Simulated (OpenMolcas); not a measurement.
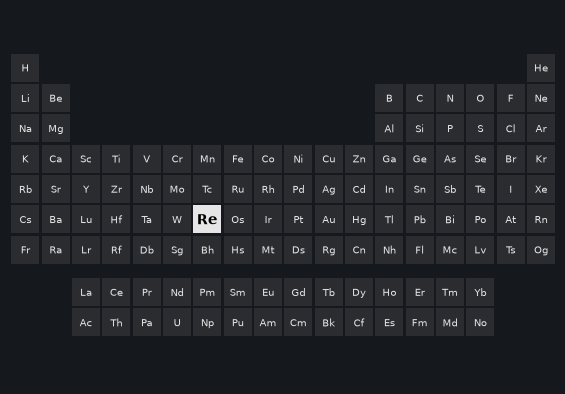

Figure 1. The place of rhenium in the periodic table.

Multiconfigurational calculation for Re³⁺

Re³⁺. Level asked for: state-averaged CASSCF, active space 4 electrons in the shell 5d, basis ANO-RCC-VQZP, DKH2 scalar Hamiltonian, spin-orbit coupling by RASSI with atomic mean-field integrals (OpenMolcas).

Outcome:

```
quantity                      value
 outcome     refused by the program
hardware  1 CPU thread, shared host
```

What went wrong:

One thing in this input was made wrong on purpose: misspelt keyword. The program refused the input; the driver noted: RASSCF spin 5: _RC_INPUT_ERROR_.

Input:
```
&GATEWAY
Coord
1

Re 0.0 0.0 0.0
Basis=ANO-RCC-VQZP
Group=XYZ
NoMove
AngMom=0.0 0.0 0.0
AMFI
&SEWARD
&RASSCF
FileOrb=start.orb
Symmetry=1
Spin=5
nElAct=4 0 0
Inactive=15 19
Ras2=5 0
CIRoot=5 5 1
SDav=5
CIMx=300
Iter=54 100
PrWF=0.3
OrbListing=Nothing
MaxOrb=0
Atom
>>> COPY $Project.JobIph JOB001
```

The file start.orb holds starting orbitals from an earlier step.

Command:
```bash
OMP_NUM_THREADS=1 MOLCAS_MEM=2252 MOLCAS_PROJECT=a pymolcas a.inp > a.log  # once for each step of the input, in one work folder
```

Output (extracts):
```
--- SEWARD ---
Basis set label: RE.ANO-RCC...9S8P6D4F3G2H.

      Electronic valence basis set:
      ------------------
      Associated Effective Charge  75.000000 au
      Associated Actual Charge     75.000000 au
      Nuclear Model: Point charge

      Shell  nPrim  nBasis  Cartesian Spherical Contaminant
         s      24       9        X
         p      21       8        X
         d      15       6                 X
         f      11       4                 X
         g       4       3                 X
         h       2       2                 X
                  Relativistic Douglas-Kroll-Hess integrals:
                    - DKH order of Hamiltonian: 2
                    - DKH order of Properties : 0
                  Atomic mean-field integrals
--- RASSCF ---

 Nr of active orbitals     NAC=   5
 Spin degeneracy         ISPIN=   5
 There can be no such wave function.
 ************************************************
--- Stop Module: rasscf at  /rc=_RC_INPUT_ERROR_ ---
.####################.
.# User input error #.
.####################.
```
